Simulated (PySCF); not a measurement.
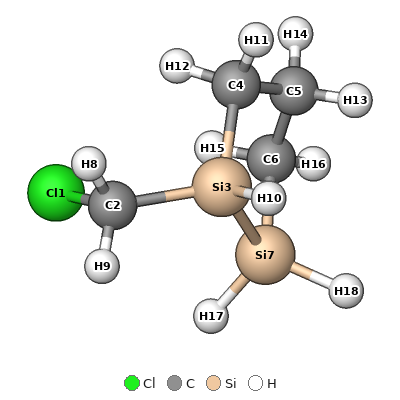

Geometry used (C₄H₁₁ClSi₂, SMILES ClC[Si@@H]1CCC[SiH2]1).

Kohn-Sham orbital energies near the frontier, ωB97X-D/def2-SVPD in PySCF, at a PBE0-D3(BJ)/def2-SVP geometry (no frequency check), isolated molecule; empty levels in grey, levels within 0.03 eV side by side.

Where do the frontier orbitals lie?

HOMO at −9.19 eV, LUMO at 1.50 eV, 10.69 eV apart.

How does −ε(HOMO) compare with the ΔSCF vertical ionisation energy at this level?

−ε(HOMO) is 9.19 eV, the ΔSCF value 9.26 eV; the orbital energy is 0.07 eV too shallow.

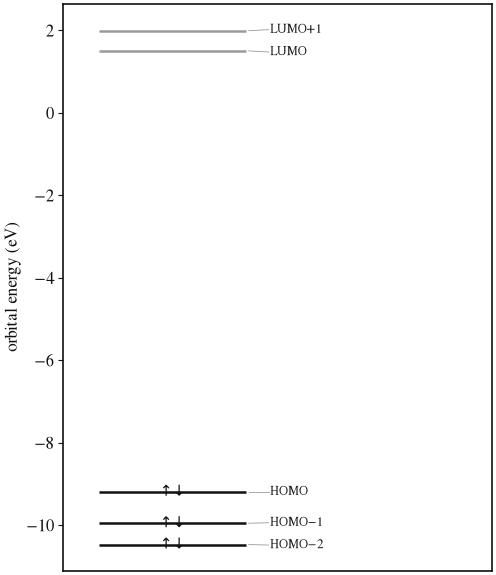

Note: one conformer of a flexible molecule; empty levels above zero depend strongly on the basis.
